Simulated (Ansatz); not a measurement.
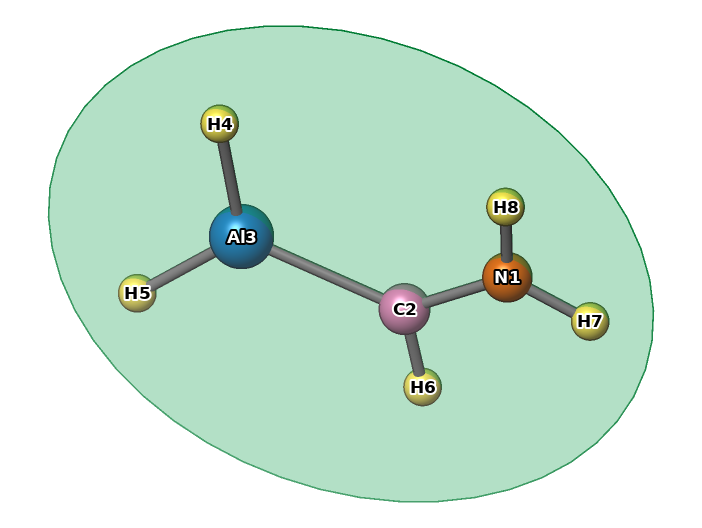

A disc through the centre of mass is drawn in. Depth is shown by fading: the farther an atom, the more it takes the colour of the background. Charge 0, doublet. The computed structure is the end point of a PBE-D4/def2-SVP optimisation. No frequency run is at hand to confirm it as a minimum.

Is the plane of the disc a mirror plane of the structure?

Yes. The reflection leaves N1, C2, Al3, H4, H5, H6, H7, H8 in place. The point group is Cs.
